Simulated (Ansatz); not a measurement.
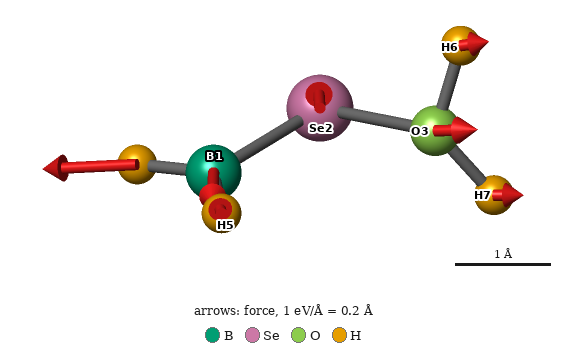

Starting geometry of BH4SeO (charge +1) with the computed forces as red arrows. Style: ball-and-stick. Shown from a free direction.

It is one of the separated reactants of a reaction.

These are results of Ansatz, RKS PBE-D4/def2-SVP, not measurements.

Input file:
```yaml
crystal:
  periodic: [false, false, false]
  atoms:
    - {symbol: B, position_ang: [-1.063230, 0.244373, -0.532147]}
    - {symbol: Se, position_ang: [0.579822, -0.023779, -1.067841]}
    - {symbol: O, position_ang: [0.902427, -0.230696, 0.730235]}
    - {symbol: H, position_ang: [-1.385140, 0.387668, -1.546214]}
    - {symbol: H, position_ang: [-1.658473, 0.265817, 0.597637]}
    - {symbol: H, position_ang: [1.469727, 0.519147, 0.978262]}
    - {symbol: H, position_ang: [1.154866, -1.162529, 0.840068]}
basis:
  gaussian: {orbitals: def2-SVP}
total_charge: 1
hamiltonian: {xc: pbe, dispersion: d4}
relax: {f_tol: 0.03, max_steps: 250}
```

Launched with:
```bash
ansatz run in.yaml --threads 2 --pin off --events-out ev --progress --plain --max-ram 4352MiB
```

What follows when this structure is relaxed?

It isn't relaxed: the largest force vector, on H4, is 5.51 eV/Å. The final displacements follow the starting forces only in part (cosine between the two patterns 0.44). H5 moves most after the best rigid fit: 0.56 Å. Largest moves by element: H 0.56 Å, O 0.39 Å, B 0.34 Å, Se 0.21 Å. Some distances before and after: Se2–O3 1.838 → 2.083 Å, B1–H4 1.074 → 1.243 Å, B1–Se2 1.749 → 1.841 Å, B1–H5 1.277 → 1.204 Å. Bond angles that change, for instance: B1–Se2–O3 83.3° → 104.4°, H6–O3–H7 124.0° → 107.4°, H4–B1–H5 133.9° → 126.3°. The energy falls by 45.6 kcal/mol in 11 accepted moves (12 points after the start). Largest force component: 4.4 eV/Å at the start, 0.017 eV/Å at the end. The line search rejected the trial step at point 10 of the run.
